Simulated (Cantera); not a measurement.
Input: 1 mol NiS, 54 mol H₂, 13 mol N₂, held at 0.100 bar.

Equilibrium computed with Cantera from the NASA thermochemical tables; the gas is ideal and each condensed phase is pure. Candidate condensed phases: Ni, NiS, NiS₂, Ni₃S₂, Ni₃S₄, S; 17 gas species. Metal and sulfide melt together well below either melting point, which pure phases cannot show. Mutual solubility and eutectic melting of coexisting phases are not modelled. Gases not in the tables: S₃ to S₇. Kinetics and transport are ignored.

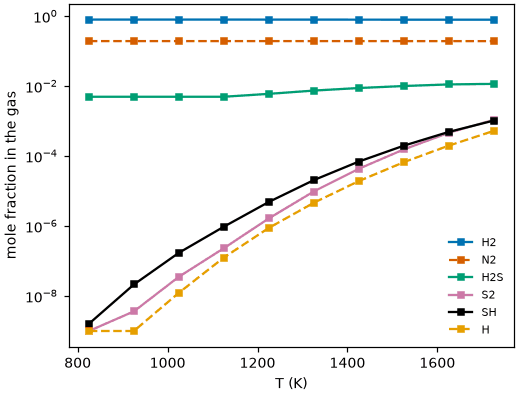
Figure. Equilibrium gas composition (values under 1e-9 drawn at 1e-9)

From 825 K to 1025 K the condensed part is Ni₃S₂(s). At 1125 K the condensed part is Ni₃S₂(l). From 1225 K to 1625 K the condensed part is Ni(s) + Ni₃S₂(l). At 1725 K the condensed part is Ni(s).
